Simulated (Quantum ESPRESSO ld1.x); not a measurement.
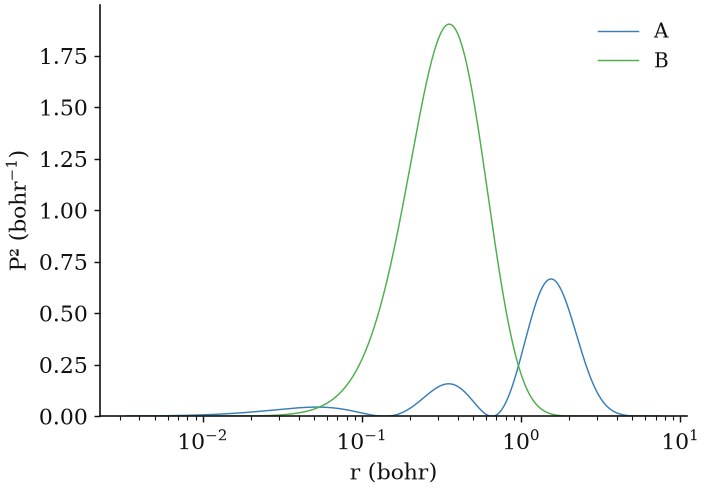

System: the P⁺ ion, configuration [Ne] 3s2 3p2 (high spin). The calculation used Quantum ESPRESSO ld1.x 7.5 at this level: scalar-relativistic Kohn-Sham, LDA (Slater exchange, Perdew-Wang correlation), spin-polarised, spherical densities, point nucleus.

The plot shows the radial probability densities P² of 3s up and 2p up.

### Which curve belongs to which orbital?

A is 3s up; B is 2p up. 2p up: outer maximum at 0.352 bohr, ⟨r⟩ = 0.486 bohr, 0 nodes, eigenvalue −135.2 eV; 3s up: outer maximum at 1.55 bohr, ⟨r⟩ = 1.81 bohr, 2 nodes, eigenvalue −24.1 eV.
